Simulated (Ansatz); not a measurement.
```tsv
atom	x (Å)	y (Å)	z (Å)
Si	0.4529	-0.3383	-0.6364
O	-0.9449	0.0876	2.0784
H	-1.3404	-0.7956	1.9382
H	1.1122	-0.4930	-1.9812
Si	-0.7449	1.6769	-0.4595
H	-2.2036	1.4272	-0.2232
H	-0.1929	2.5470	0.6286
H	-0.6295	2.4498	-1.7483
H	-0.4356	-1.5393	-0.4583
H	1.5499	-0.4327	0.3887
H	-0.0768	-0.1104	2.4828
```

All numbers below come from Ansatz 0.2.0, RKS PBE/6-31G*.

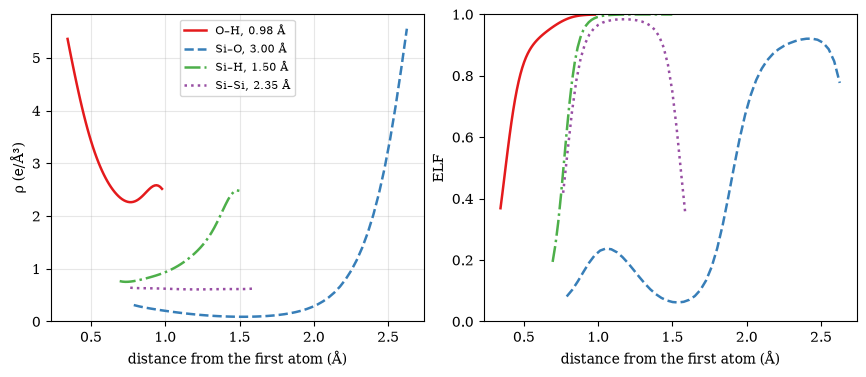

H₆Si₂···H₂O. Electron density and electron localisation function along straight lines between neighbouring atoms. The curves leave out the atomic cores.

What can be read from the curves?

O–H (0.98 Å): ρ at the midpoint is about 3.5 e/Å³; the ELF climbs to about 1 towards the hydrogen, as it does in any bond to H (an ordinary covalent bond to hydrogen).
Si5···O2 (3.00 Å): the density falls to about 0.09 e/Å³ on the way; the ELF dips to about 0.05 between them.
Si–H (1.50 Å): ρ at the midpoint is about 0.75 e/Å³; the ELF climbs to about 1 towards the hydrogen.
Si–Si (2.35 Å): the density is about 0.61 e/Å³ at the midpoint; the ELF peaks at about 1 between the atoms: a shared electron pair.
